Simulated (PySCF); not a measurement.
# RuO₂F: structure of the quartet

The task is one start of a wider search on RuO₂F: the quartet, from a T-shaped (ligand arrangement 1) start. It is relaxed, tested by its Hessian and followed downhill if it is a saddle.

Program: PySCF 2.14.0. Level of theory: PBE0, basis Ru def2-TZVP with ECP28, O def2-TZVP, F def2-TZVP, scalar-relativistic core potentials, no spin–orbit coupling, density fitting. These are calculated values, not measurements.

**1. The starting structure**

4 atoms, charge 0, spin multiplicity 4.

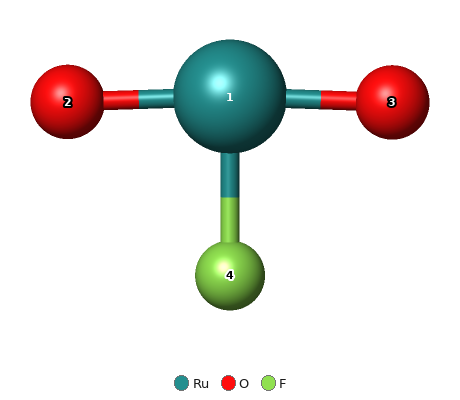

The starting geometry (ruthenium teal, oxygen red, fluorine green); atoms are numbered from 1 in the order of the file.

```xyz
4
charge 0 multiplicity 4
Ru    0.0000    0.0000    0.0000
O     1.7090    0.0000    0.0597
O    -1.7090    0.0000    0.0597
F     0.0000    0.0000    1.8900
```

**2. First SCF at the start**

One driver script runs all steps and calls PySCF; scf.py shows how it sets up the SCF of each step. The optimiser is the driver's own. After this first run the driver tries any further starts and a stability analysis.

The input, scf.py:

```python
from pyscf import gto, scf, dft
mol = gto.M(atom='''
Ru     0.000000     0.000000     0.000000
O      1.709000     0.000000     0.059700
O     -1.709000     0.000000     0.059700
F      0.000000     0.000000     1.890000''',
    basis={'Ru': 'def2-TZVP', 'O': 'def2-TZVP', 'F': 'def2-TZVP'},
    ecp={'Ru': 'def2-TZVP'},
    charge=0, spin=3)
mf = dft.UKS(mol, xc='PBE0')
mf.grids.atom_grid = (50, 194)
aux = {'Ru': 'def2-universal-JKFIT', 'O': 'def2-universal-JKFIT', 'F': 'def2-universal-JKFIT'}
mf = mf.density_fit(auxbasis=aux)
mf.conv_tol = 1e-08
mf.diis_space = 10
mf.max_cycle = 60
mf.init_guess = 'minao'
mf.verbose = 4
mf.kernel()
```

The run is started by

```bash
$ OMP_NUM_THREADS=4 python axn.py task.json out
```

What it wrote:

```text
init E= -337.044098477419
[... the frontier-level lines of each cycle are left out ...]
cycle= 1 E= -344.669851590578  delta_E= -7.63  |g|= 0.754  |ddm|= 3.51
cycle= 2 E= -341.749564219445  delta_E= 2.92  |g|= 2.59  |ddm|= 2.09
cycle= 3 E= -344.722273296219  delta_E= -2.97  |g|= 0.651  |ddm|= 1.98
cycle= 4 E= -344.877808123112  delta_E= -0.156  |g|= 0.143  |ddm|= 0.374
cycle= 5 E= -344.872540659133  delta_E= 0.00527  |g|= 0.191  |ddm|= 0.192
cycle= 6 E= -344.885664631256  delta_E= -0.0131  |g|= 0.0276  |ddm|= 0.121
cycle= 7 E= -344.886107241388  delta_E= -0.000443  |g|= 0.00899  |ddm|= 0.0255
cycle= 8 E= -344.886253634383  delta_E= -0.000146  |g|= 0.00493  |ddm|= 0.0162
cycle= 9 E= -344.886394723752  delta_E= -0.000141  |g|= 0.00303  |ddm|= 0.0236
cycle= 10 E= -344.886472887449  delta_E= -7.82e-05  |g|= 0.00155  |ddm|= 0.0261
cycle= 11 E= -344.886484316286  delta_E= -1.14e-05  |g|= 0.000778  |ddm|= 0.00941
cycle= 12 E= -344.886487556327  delta_E= -3.24e-06  |g|= 0.000321  |ddm|= 0.00507
cycle= 13 E= -344.886488293121  delta_E= -7.37e-07  |g|= 0.000119  |ddm|= 0.0027
cycle= 14 E= -344.88648838631  delta_E= -9.32e-08  |g|= 3.46e-05  |ddm|= 0.00107
cycle= 15 E= -344.886488391115  delta_E= -4.81e-09  |g|= 3.55e-05  |ddm|= 0.000174
Extra cycle  E= -344.886488382225  delta_E= 8.89e-09  |g|= 0.00016  |ddm|= 0.0001
converged SCF energy = -344.886488382225  <S^2> = 3.8084742  2S+1 = 4.029131
```

This step, with its further starts and checks, ran for 30 s (4 threads of Arm Neoverse V1, shared host).

The starts that the driver tried:

```
                      start  energy (Eh)
    the minimal-basis guess  -344.886488
a thermally smeared density  -344.885985
      a smeared PBE density  -344.886488
```

No lower solution of this spin turned up from the other starts or in the test of internal stability.

**3. T-shaped (ligand arrangement 1) start, quartet: relaxation**

The program finds C2v symmetry in the start, which this walk keeps.

Changes to scf.py since step 2:

```diff
@@ -3,4 +3,4 @@
-Ru     0.000000     0.000000     0.000000
-O      1.709000     0.000000     0.059700
-O     -1.709000     0.000000     0.059700
-F      0.000000     0.000000     1.890000''',
+Ru     0.000000     0.000000    -0.247342
+O      1.709000     0.000000    -0.187642
+O     -1.709000     0.000000    -0.187642
+F      0.000000     0.000000     1.642658''',
@@ -17 +16,0 @@
-mf.init_guess = 'minao'
```

Energy and gradient, step by step:

```
step  energy (Eh)  change (kJ/mol)  largest symmetric gradient (Eh/bohr)
   0  -344.886495             0.00                               0.06613
   1  -344.905630           -50.24                               0.06141
   2  -344.914303           -73.01                               0.10033
   3  -344.936022          -130.03                               0.07635
   4  -344.957120          -185.43                               0.05350
   5  -344.994576          -283.77                               0.04896
   6  -345.006064          -313.93                               0.02591
   7  -345.007037          -316.49                               0.01186
   8  -345.007488          -317.67                               0.00179
   9  -345.007492          -317.68                               0.00036
  10  -345.007492          -317.68                               0.00002
```

The walk took 35 s.

Geometry (Å) and forces (eV/Å) at some steps:

```
step 0
Ru   0.000   0.000  -0.247   0.310   0.001   3.400
O    1.709   0.000  -0.188   1.732  -0.001  -1.225
O   -1.709   0.000  -0.188  -2.023  -0.001  -1.193
F    0.000   0.000   1.643  -0.019   0.000  -0.983
step 1
Ru   0.000   0.000  -0.161   0.618   0.000   3.158
O    1.761   0.000  -0.247  -0.921   0.000  -1.491
O   -1.761   0.000  -0.247   0.316   0.000  -1.507
F    0.000   0.000   1.676  -0.013   0.000  -0.160
step 5
Ru   0.000   0.000   0.145   0.001   0.000   2.517
O    1.541   0.000  -0.565  -0.867   0.000  -0.918
O   -1.541   0.000  -0.565   0.865   0.000  -0.919
F    0.000   0.000   2.004   0.000   0.000  -0.680
step 10
Ru   0.000   0.000   0.260   0.000   0.000   0.000
O    1.397   0.000  -0.672   0.000   0.000   0.000
O   -1.397   0.000  -0.672   0.000   0.000   0.000
F    0.000   0.000   2.105   0.000   0.000   0.001
```

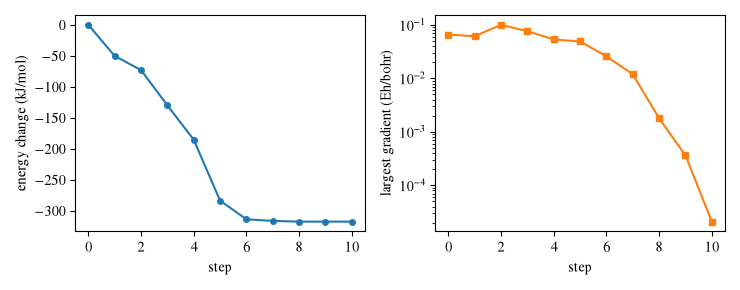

How energy and gradient fall.

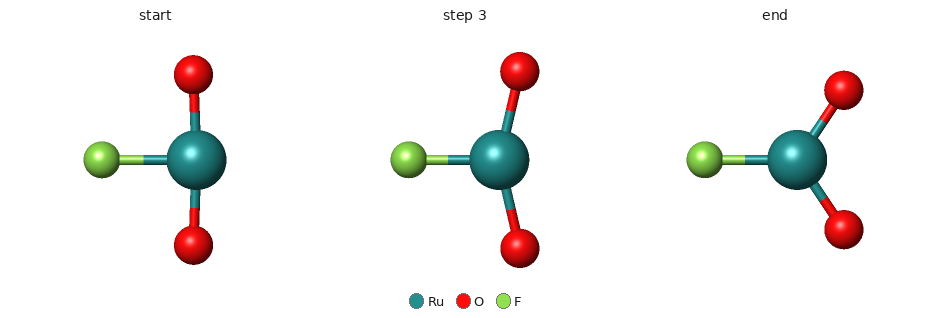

Start and end of the relaxation, with a step between.

It settles in C2v symmetry, 317.7 kJ/mol below the start, after 10 steps: Ru–F 1.845 Å, Ru–O 1.680 Å (×2); F–Ru–O 123.7° (×2), O–Ru–O 112.6°.

**4. Hessian and properties**

The point is checked on the finer grid, and tightened if its gradient asks for it. The Hessian and the dipole derivatives come from central differences of analytic gradients, with steps of 0.02 bohr.

Changes to scf.py since step 3:

```diff
@@ -3,4 +3,4 @@
-Ru     0.000000     0.000000    -0.247342
-O      1.709000     0.000000    -0.187642
-O     -1.709000     0.000000    -0.187642
-F      0.000000     0.000000     1.642658''',
+Ru    -0.000000     0.000000    -0.034182
+O      1.397361     0.000000    -0.966676
+O     -1.397361     0.000000    -0.966676
+F      0.000000     0.000000     1.811268''',
@@ -11 +11 @@
-mf.grids.atom_grid = (50, 194)
+mf.grids.atom_grid = (75, 302)
@@ -14 +14 @@
-mf.conv_tol = 1e-08
+mf.conv_tol = 1e-10
```

This SCF starts from the last density.

SCF at the final geometry:

```text
init E= -345.007567715181
[... the frontier-level lines of each cycle are left out ...]
cycle= 1 E= -345.007567714383  delta_E= 7.98e-10  |g|= 4.77e-05  |ddm|= 2.81e-05
cycle= 2 E= -345.007567702954  delta_E= 1.14e-08  |g|= 0.00018  |ddm|= 0.000106
cycle= 3 E= -345.007567715244  delta_E= -1.23e-08  |g|= 2.15e-06  |ddm|= 8.34e-05
cycle= 4 E= -345.007567715246  delta_E= -1.71e-12  |g|= 4.56e-07  |ddm|= 9.95e-07
Extra cycle  E= -345.007567715245  delta_E= 2.27e-13  |g|= 1.35e-06  |ddm|= 9.46e-07
converged SCF energy = -345.007567715245  <S^2> = 3.7608021  2S+1 = 4.0053974
```

The whole step took 64 s.

Geometry: C2v; Ru–F 1.845 Å, Ru–O 1.680 Å (×2); F–Ru–O 123.7° (×2), O–Ru–O 112.6°.

Harmonic modes (main isotopes):

```csv
symmetry,ω (cm⁻¹),IR (km/mol)
b1,171,31.9
b2,200,7.3
a1,326,0.3
a1,680,111
b2,923,127
a1,1000,39.1
```

All wavenumbers are real: a minimum.

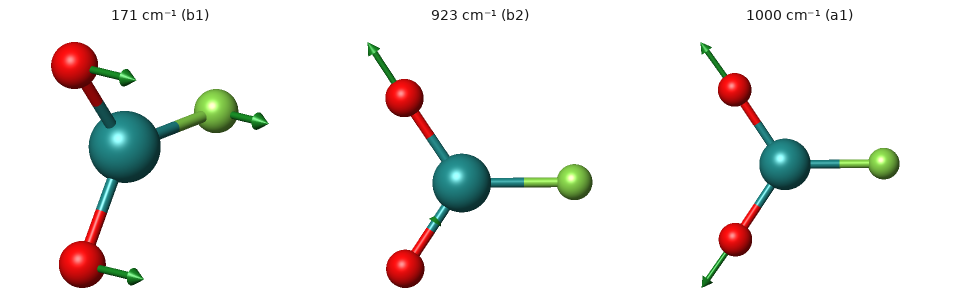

Displacements of 3 of the modes, as arrows (one member where a mode is degenerate).

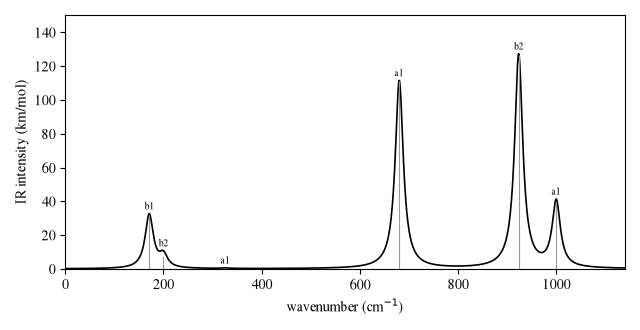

The harmonic infrared spectrum (widths in cm⁻¹). Lines are broadened to a width of 20 cm⁻¹ (Lorentzian).

Constants and moments:

- Dipole moment: 0.38 D
- Highest occupied level: -8.29 eV
- Lowest empty level: -5.03 eV
- Rotational constants: 0.2699, 0.1826, 0.1089 cm⁻¹
- Zero-point energy: 19.7 kJ/mol
- Principal polarisabilities: 24.3, 40.3, 46.6 bohr³
- Atomisation energy without zero-point energy: 1312 kJ/mol
- Principal traceless quadrupole moments about the centre of mass: -5.59, -2.23, 7.82 D Å
- Entropy at 298.15 K and 1 bar (electronic part: spin only): 309.6 J/(mol K)
- Heat capacity Cp at 298.15 K: 62.8 J/(mol K)
- Enthalpy at 298.15 K above 0 K: 14.55 kJ/mol
- Rotational symmetry number: 2
- Spin squared ⟨S²⟩: 3.761

Charges (e) and bond orders:

| atom | Mulliken | Löwdin | polar tensor | spin (Mulliken) | Mayer order to Ru1 |
| --- | --- | --- | --- | --- | --- |
| Ru1 | 1.49 | 0.81 | 1.65 | 1.99 | – |
| O2,3 | -0.50 | -0.26 | -0.50 | 0.48 | 1.70 |
| F4 | -0.49 | -0.29 | -0.64 | 0.06 | 0.68 |

Outer orbital energies (eV). α occupied: -13.73, -12.30, -12.00, -11.46, -10.18, -9.54, -9.06, -8.29; empty: -3.26, -2.48, -0.23, 0.03. β occupied: -13.87, -12.91, -12.71, -11.79, -11.70, -10.83, -10.35, -9.92; empty: -5.03, -4.41, -3.45, -2.45.

Mulliken populations on Ru1 (outside its core potential): s 2.30, p 6.19, d 5.98, f 0.04.

**5. What came out**

| quantity | value |
| --- | --- |
| minimum | quartet, C2v |
| geometry | Ru–F 1.845 Å, Ru–O 1.680 Å (×2); F–Ru–O 123.7° (×2), O–Ru–O 112.6° |
| wavenumbers (cm⁻¹) | 171 (b1), 200 (b2), 326 (a1), 680 (a1), 923 (b2), 1000 (a1) |
| dipole moment | 0.38 D |
| highest occupied, lowest empty level (either spin) | -8.29, -5.03 eV |
| polar-tensor charge of Ru1 | +1.65 e |
| zero-point energy | 19.7 kJ/mol |
| entropy at 298.15 K | 309.6 J/(mol K) |
| atomisation energy (no zero-point energy) | 1312 kJ/mol |
| ⟨S²⟩ | 3.761 |

In words: The T-shaped (ligand arrangement 1) start keeps its C2v symmetry and ends in a minimum. In the infrared the band at 923 cm⁻¹ (b2, stretch) leads. Most of the spin sits on Ru1 (Mulliken spin 1.99, against 3 for the whole molecule). Only this shape and spin were tried, so other structures or states may lie lower. One determinant may miss the lowest occupation of an open d or f shell.

The search up to here took 2.2 min.
